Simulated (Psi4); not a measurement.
**SiH3F (SiFH3) at BHLYP/def2-TZVPP**

What is the vertical ionisation energy of SiH3F (SiFH3) at BHLYP/def2-TZVPP? 

The results are computed with Psi4 1.11.

1 further run of the same task is left out (set aside as unsound or not needed).

### 1 The molecule

SiH3F: 5 atoms, total charge 0, spin state singlet. As SMILES, `[H][Si]([H])([H])F`. The coordinates come from a GFN2-xTB relaxation.

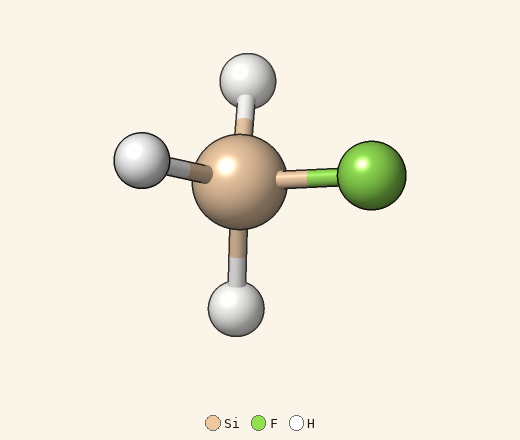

Viewed from a chosen angle; silicon light orange, fluorine green, hydrogen white.

### 2 Energy and forces at BHLYP/def2-TZVPP

job.json reads:

```json
{
 "schema_name": "qcschema_input",
 "schema_version": 1,
 "molecule": {
  "schema_name": "qcschema_molecule",
  "schema_version": 2,
  "symbols": ["Si", "F", "H", "H", "H"],
  "geometry": [-0.00132281, 0.00228657, -0.17685947, 0.02052243, -0.03616936, 2.85722811, 2.6461268, 0.02084368, -0.91126373, -1.34034495, 2.30342497, -0.85676403, -1.32498147, -2.29038586, -0.91234088],
  "molecular_charge": 0,
  "molecular_multiplicity": 1,
  "fix_symmetry": "c1",
  "fix_com": true,
  "fix_orientation": true
 },
 "driver": "gradient",
 "model": {
  "method": "bhhlyp",
  "basis": "def2-TZVPP"
 },
 "keywords": {
  "puream": true,
  "e_convergence": 1e-09,
  "d_convergence": 1e-08,
  "scf_type": "pk",
  "dft_radial_points": 99,
  "dft_spherical_points": 590,
  "scf_properties": ["MAYER_INDICES", "WIBERG_LOWDIN_INDICES", "QUADRUPOLE"]
 }
}
```

Launch:

```bash
psi4 --qcschema job.json -n 1 --memory 1600MB
```

stdout:

```text
[...]
  Running in c1 symmetry.
[...]
  Nuclear repulsion =   63.339568948557854
[...]
  Multiplicity = 1
[...]
  Nalpha       = 13
  Nbeta        = 13
[...]
    Number of basis functions: 115
[...]
   @RKS iter   1:  -391.15933745753688   -4.72755e-01   3.58833e-03 ADIIS/DIIS
[...]
   @RKS iter   9:  -391.20863513341010   -4.66116e-12   4.18189e-09 DIIS
[...]
    Orbital Energies [Eh]
    ---------------------
    Doubly Occupied:
       1A    -67.169165     2A    -25.285641     3A     -5.633717
       4A     -3.899175     5A     -3.896634     6A     -3.896632
       7A     -1.336773     8A     -0.653090     9A     -0.534584
      10A     -0.534563    11A     -0.530953    12A     -0.415290
      13A     -0.415281
[...]
  @RKS Final Energy:  -391.20863513341010
   => Energetics <=
    Nuclear Repulsion Energy =             63.3395689485578544
    One-Electron Energy =                -668.6667816876552024
    Two-Electron Energy =                 230.8964161842756653
    DFT Exchange-Correlation Energy =     -16.7778385785883621
    Empirical Dispersion Energy =           0.0000000000000000
    VV10 Nonlocal Energy =                  0.0000000000000000
    Total Energy =                       -391.2086351334100982
[...]
 Multipole Moments:
 ------------------------------------------------------------------------------------
     Multipole            Electronic (a.u.)      Nuclear  (a.u.)        Total (a.u.)
 ------------------------------------------------------------------------------------
 L = 1.  Multiply by 2.5417464519 to convert [e a0] to [Debye]
 Dipole X            :         -0.1518917            0.1469829           -0.0049088
 Dipole Y            :          0.2681907           -0.2596295            0.0085613
 Dipole Z            :        -21.2215935           20.5586518           -0.6629418
 Magnitude           :                                                    0.6630152
 L = 2.  Multiply by 1.3450342976 to convert [e a0^2] to [Debye ang]
 Quadrupole XX       :        -25.1709109           10.5579026          -14.6130084
 Quadrupole XY       :          0.0042577           -0.0042331            0.0000246
[...]
  -Total Gradient:
     Atom            X                  Y                   Z
    ------   -----------------  -----------------  -----------------
       1       -0.000172242072     0.000327190950    -0.026290307884
       2        0.000080650331    -0.000128145085     0.006858492678
       3       -0.003211131595    -0.000081625132     0.006530603553
       4        0.001657497327    -0.002845889358     0.006381636526
       5        0.001645041208     0.002728617006     0.006518064153
[...]
```

The result, in JSON:

```text
{
 "driver": "gradient",
 "model": {
  "method": "bhhlyp",
  "basis": "def2-TZVPP"
 },
 "success": true,
 "return_result": [-0.0001722420719311807, 0.0003271909498732172, -0.026290307884465514, 8.065033129833928e-05, -0.00012814508466948006, 0.006858492677547734, -0.0032111315953100295, -8.162513208810667e-05, 0.006530603553232112, 0.0016574973273088336, -0.002845889358362691, 0.006381636526098321, 0.0016450412076220652, 0.00272861700615, 0.006518064153000349],
 "properties": {
  "calcinfo_nbasis": 115,
  "calcinfo_nmo": 115,
  "calcinfo_nalpha": 13,
  "calcinfo_nbeta": 13,
  "calcinfo_natom": 5,
  "nuclear_repulsion_energy": 63.339568948557854,
  "return_energy": -391.2086351334101,
  "return_gradient": [-0.0001722420719311807, 0.0003271909498732172, -0.026290307884465514, 8.065033129833928e-05, -0.00012814508466948006, 0.006858492677547734, -0.0032111315953100295, -8.162513208810667e-05, 0.006530603553232112, 0.0016574973273088336, -0.002845889358362691, 0.006381636526098321, 0.0016450412076220652, 0.00272861700615, 0.006518064153000349],
  "scf_one_electron_energy": -668.6667816876552,
  "scf_two_electron_energy": 230.89641618427567,
  "scf_xc_energy": -16.777838578588362,
  "scf_dipole_moment": [-0.004908831375153799, 0.00856125267938268, -0.6629417587623827],
  "scf_total_energy": -391.2086351334101,
  "scf_total_gradient": [-0.0001722420719311807, 0.0003271909498732172, -0.026290307884465514, 8.065033129833928e-05, -0.00012814508466948006, 0.006858492677547734, -0.0032111315953100295, -8.162513208810667e-05, 0.006530603553232112, 0.0016574973273088336, -0.002845889358362691, 0.006381636526098321, 0.0016450412076220652, 0.00272861700615, 0.006518064153000349],
  "scf_iterations": 9
 }
}
```

It took 20 s on 1 thread of Intel Xeon Platinum 8488C (Sapphire Rapids), shared host; peak memory 0.67 GiB.

### 3 The doublet cation, same level

job.json reads:

```json
{
 "schema_name": "qcschema_input",
 "schema_version": 1,
 "molecule": {
  "schema_name": "qcschema_molecule",
  "schema_version": 2,
  "symbols": ["Si", "F", "H", "H", "H"],
  "geometry": [-0.00132281, 0.00228657, -0.17685947, 0.02052243, -0.03616936, 2.85722811, 2.6461268, 0.02084368, -0.91126373, -1.34034495, 2.30342497, -0.85676403, -1.32498147, -2.29038586, -0.91234088],
  "molecular_charge": 1,
  "molecular_multiplicity": 2,
  "fix_symmetry": "c1"
 },
 "driver": "gradient",
 "model": {
  "method": "bhhlyp",
  "basis": "def2-TZVPP"
 },
 "keywords": {
  "reference": "uks",
  "puream": true,
  "e_convergence": 1e-09,
  "d_convergence": 1e-08,
  "scf_type": "pk",
  "dft_radial_points": 99,
  "dft_spherical_points": 590,
  "maxiter": 200
 }
}
```

Launch:

```bash
psi4 --qcschema job.json -n 1 --memory 1600MB
```

stdout:

```text
[...]
  Running in c1 symmetry.
[...]
  Nuclear repulsion =   63.339568948557861
[...]
  Multiplicity = 2
[...]
  Nalpha       = 13
  Nbeta        = 12
[...]
    Number of basis functions: 115
[...]
   @UKS iter   1:  -390.68418849032184    2.39358e-03   3.23137e-03 DIIS/ADIIS
[...]
   @UKS iter  20:  -390.73644592499954   -1.27898e-11   9.32800e-09 DIIS
[...]
   @S^2 Observed:                7.653850301E-01
[...]
    Orbital Energies [Eh]
    ---------------------
    Alpha Occupied:
       1A    -67.483566     2A    -25.589557     3A     -5.947390
       4A     -4.215530     5A     -4.210823     6A     -4.207739
       7A     -1.628536     8A     -0.968242     9A     -0.851678
      10A     -0.825398    11A     -0.814696    12A     -0.758979
      13A     -0.702599
    Alpha Virtual:
      14A     -0.229311    15A     -0.166318    16A     -0.162726
      17A     -0.134641    18A     -0.041190    19A     -0.023389
      20A     -0.009456    21A      0.003495    22A      0.022425
      23A      0.054717    24A      0.106196    25A      0.111330
[...]
  @UKS Final Energy:  -390.73644592499954
   => Energetics <=
    Nuclear Repulsion Energy =             63.3395689485578615
    One-Electron Energy =                -660.8560530932181791
    Two-Electron Energy =                 223.3650619781109299
    DFT Exchange-Correlation Energy =     -16.5850237584501201
    Empirical Dispersion Energy =           0.0000000000000000
    VV10 Nonlocal Energy =                  0.0000000000000000
    Total Energy =                       -390.7364459249995434
[...]
 Multipole Moments:
 ------------------------------------------------------------------------------------
     Multipole            Electronic (a.u.)      Nuclear  (a.u.)        Total (a.u.)
 ------------------------------------------------------------------------------------
 L = 1.  Multiply by 2.5417464519 to convert [e a0] to [Debye]
 Dipole X            :         -0.2271080           -0.0264596           -0.2535676
 Dipole Y            :          0.3890647            0.0466792            0.4357439
 Dipole Z            :          1.9065139           -3.6913191           -1.7848051
 Magnitude           :                                                    1.8546425
[...]
  -Total Gradient:
     Atom            X                  Y                   Z
    ------   -----------------  -----------------  -----------------
       1       -0.040985002980     0.070408330043    -0.069854167612
       2        0.005586232214    -0.009590304847     0.036673792935
       3       -0.011012632060    -0.017768465640     0.008982551775
       4        0.025519273436    -0.043838368070     0.015215078877
       5        0.020892032909     0.000788833959     0.008981344350
[...]
```

The result, in JSON:

```text
{
 "driver": "gradient",
 "model": {
  "method": "bhhlyp",
  "basis": "def2-TZVPP"
 },
 "success": true,
 "return_result": [-0.04098500297983039, 0.07040833004258895, -0.06985416761221973, 0.005586232214155993, -0.009590304847132733, 0.03667379293539744, -0.011012632059832037, -0.017768465639956946, 0.00898255177539413, 0.025519273435756953, -0.04383836806969733, 0.015215078877474546, 0.0208920329087489, 0.0007888339593470767, 0.008981344350354418],
 "properties": {
  "calcinfo_nbasis": 115,
  "calcinfo_nmo": 115,
  "calcinfo_nalpha": 13,
  "calcinfo_nbeta": 12,
  "calcinfo_natom": 5,
  "nuclear_repulsion_energy": 63.33956894855786,
  "return_energy": -390.73644592499954,
  "return_gradient": [-0.04098500297983039, 0.07040833004258895, -0.06985416761221973, 0.005586232214155993, -0.009590304847132733, 0.03667379293539744, -0.011012632059832037, -0.017768465639956946, 0.00898255177539413, 0.025519273435756953, -0.04383836806969733, 0.015215078877474546, 0.0208920329087489, 0.0007888339593470767, 0.008981344350354418],
  "scf_one_electron_energy": -660.8560530932182,
  "scf_two_electron_energy": 223.36506197811093,
  "scf_xc_energy": -16.58502375845012,
  "scf_dipole_moment": [-0.2535675871349926, 0.43574387786848306, -1.7848051369182534],
  "scf_total_energy": -390.73644592499954,
  "scf_total_gradient": [-0.04098500297983039, 0.07040833004258895, -0.06985416761221973, 0.005586232214155993, -0.009590304847132733, 0.03667379293539744, -0.011012632059832037, -0.017768465639956946, 0.00898255177539413, 0.025519273435756953, -0.04383836806969733, 0.015215078877474546, 0.0208920329087489, 0.0007888339593470767, 0.008981344350354418],
  "scf_iterations": 20
 }
}
```

Wall time 42 s (1 thread of Intel Xeon Platinum 8488C (Sapphire Rapids), shared host); peak memory 0.67 GiB.

### 4 Summary of results

At BHLYP/def2-TZVPP:

| quantity | value |
| --- | --- |
| singlet SiH3F: total energy | -391.20864 Eh |
| singlet SiH3F: dipole moment | 1.69 D |
| singlet SiH3F: HOMO energy | -11.30 eV |
| singlet SiH3F: LUMO energy | 0.60 eV |
| singlet SiH3F: HOMO–LUMO gap | 11.90 eV |
| singlet SiH3F: largest force on an atom | 1.352 eV/Å |
| doublet cation: total energy | -390.73645 Eh |
| doublet cation: HOMO energy (highest over α and β) | -18.19 eV |
| doublet cation: LUMO energy (lowest over α and β) | -14.41 eV |
| doublet cation: ⟨S²⟩ | 0.765 |
| doublet cation: largest force on an atom | 5.518 eV/Å |
| vertical ionisation energy (to the doublet cation) | 12.849 eV |

Removing an electron at fixed nuclei costs 12.85 eV (1240 kJ/mol). The largest force (singlet SiH3F) is 1.35 eV/Å: the shape isn't a stationary point for this species at this level. −ε(HOMO) before ionisation, 11.30 eV, is 1.55 eV below this ionisation energy.
